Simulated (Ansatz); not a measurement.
## Geometry relaxation, with input and output: H2

- system: H2
- method: RHF/def2-SVPD (Ansatz 0.2.0)

Figures and captions count atoms from 1; the log counts them from 0 in places.

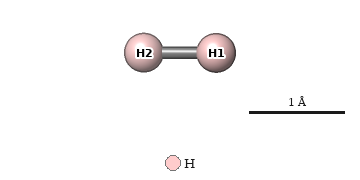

*The starting structure (ball-and-stick view, seen on its broad side; atoms are numbered from 1 in the order of the input).*

Bond lengths as drawn: H–H 0.77 Å.

### Input file
```yaml
crystal:
  periodic: [false, false, false]
  atoms:
    - { symbol: H, position_ang: [0.0, 0.0, -0.02378] }
    - { symbol: H, position_ang: [0.0, 0.0, 0.74378] }
basis:
  gaussian: { orbitals: def2-SVPD }
hamiltonian:
  xc: hf
output:
  forces: true
relax:
  f_tol: 0.003
  max_steps: 120
```

Machine: 1 thread of Intel Xeon @ 3.00GHz (Skylake/Cascade Lake), 16 GiB of memory available, shared host.

Launch command:
```bash
ansatz run input.yaml --threads 1 --pin off --max-ram 2560MiB --backend cpu --events-out ev --progress --plain --runs-dir out
```

### The program's output
```
The last accepted step is kept in [file] (removed where the run ends without a failure and the disk answers)
Engine: ansatz 0.2.0, x86_64-unknown-linux-gnu
Functional definition: HF
  exchange = exact_x
  correlation = 0
128 factors; their error is unknown
mean field evaluation 1: about -30.6435 eV, gradient 3.6e0 eV
mean field evaluation 2: about -30.7112 eV, gradient 6.6e-1 eV
mean field evaluation 4: about -30.7124 eV, gradient 4.2e-2 eV
mean field evaluation 8: about -30.6424 eV, gradient 3.6e0 eV
mean field -30.71239140 eV, -1.1286595665 hartree, gradient 1.6e-5 eV, S^2 0.000000; 0 other end points of the search recorded, 0 dependent functions left out
the calculation of the forces begins
reference -30.71239140 eV, -1.1286595665 hartree; 1, 1 occupied and 15, 15 virtual orbitals, 128 factors
relax step   1: F+E_penalty+E_count = -30.71239140 eV  Δ(F+E_penalty+E_count) = +0.000e0 eV  max|allowed force component| = 7.399e-1 eV/Å  Δτ_max = 0.0000 Å  (16 SCF iters, accepted)
these checks for a lower state are left out or cut short: starts, cluster_reference, orbital_swaps, neighbouring_geometries, increment
128 factors; their error is unknown
mean field -30.71997816 eV, -1.1289383746 hartree, gradient 2.1e-5 eV, S^2 0.000000; 0 other end points of the search recorded, 0 dependent functions left out
the calculation of the forces begins
reference -30.71997816 eV, -1.1289383746 hartree; 1, 1 occupied and 15, 15 virtual orbitals, 128 factors
relax step   2: F+E_penalty+E_count = -30.71997816 eV  Δ(F+E_penalty+E_count) = -7.587e-3 eV  max|allowed force component| = 8.113e-2 eV/Å  Δτ_max = 0.0112 Å  (13 SCF iters, accepted)
these checks for a lower state are left out or cut short: starts, cluster_reference, orbital_swaps, neighbouring_geometries, increment
128 factors; their error is unknown
mean field evaluation 16: about -30.7212 eV, gradient 6.1e-2 eV
mean field -30.72006232 eV, -1.1289414675 hartree, gradient 2.4e-5 eV, S^2 0.000000; 0 other end points of the search recorded, 0 dependent functions left out
the calculation of the forces begins
reference -30.72006232 eV, -1.1289414675 hartree; 1, 1 occupied and 15, 15 virtual orbitals, 128 factors
relax step   3: F+E_penalty+E_count = -30.72006232 eV  Δ(F+E_penalty+E_count) = -8.416e-5 eV  max|allowed force component| = 2.928e-4 eV/Å  Δτ_max = 0.0010 Å  (9 SCF iters, accepted)
```

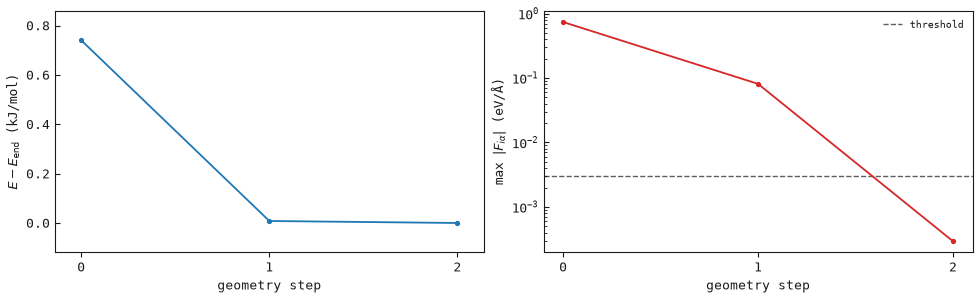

*Progress of the relaxation, step by step (the first geometry is step 0 here and step 1 in the log).*

The largest moves after the best rigid fit, 0.010 Å, are those of H1 and H2. Among the contacts that change: H1–H2 0.768 → 0.747 Å. The energy falls by 0.74 kJ/mol in 2 geometry steps. The largest force component goes from 0.74 to 0.00029 eV/Å. (Atoms are counted from 1 in the order of the input.)

```
128 factors; their error is unknown
mean field -30.72006232 eV, -1.1289414675 hartree, gradient 2.4e-5 eV, S^2 0.000000; 1 other end points of the search recorded, 0 dependent functions left out
the calculation of the forces begins
reference -30.72006232 eV, -1.1289414675 hartree; 1, 1 occupied and 15, 15 virtual orbitals, 128 factors
Total energy: -30.72006232 eV, -1.1289414675 hartree
Atom 0 at     0.000000    -0.000000    -0.013629 Å, force     0.000000     0.000000     0.000293 eV/Å
Atom 1 at    -0.000000     0.000000     0.733629 Å, force    -0.000000    -0.000000    -0.000293 eV/Å
Dipole moment:    -0.000000     0.000000    -0.000000 e Å
```

### Trajectory as extended XYZ (Å, eV, eV/Å), 3 frames, from step=1 to step=3
```
2
Properties=species:S:1:pos:R:3:forces:R:3 step=1 energy=-30.71239
H     0.0000    0.0000   -0.0238    0.0000   0.0000   0.7399
H     0.0000    0.0000    0.7438    0.0000   0.0000  -0.7399
2
Properties=species:S:1:pos:R:3:forces:R:3 step=2 energy=-30.71998
H     0.0000    0.0000   -0.0126    0.0000   0.0000  -0.0811
H     0.0000    0.0000    0.7326    0.0000   0.0000   0.0811
2
Properties=species:S:1:pos:R:3:forces:R:3 step=3 energy=-30.72006
H     0.0000    0.0000   -0.0136    0.0000   0.0000   0.0003
H     0.0000    0.0000    0.7336    0.0000   0.0000  -0.0003
```

### Results in brief

| quantity | value |
| --- | --- |
| outcome | converged |
| total energy | −30.7201 eV |
| mean-field energy | −30.7201 eV |
| largest force (length of the vector) at the end | under 0.001 eV/Å |
| peak memory | 0.076 GiB |
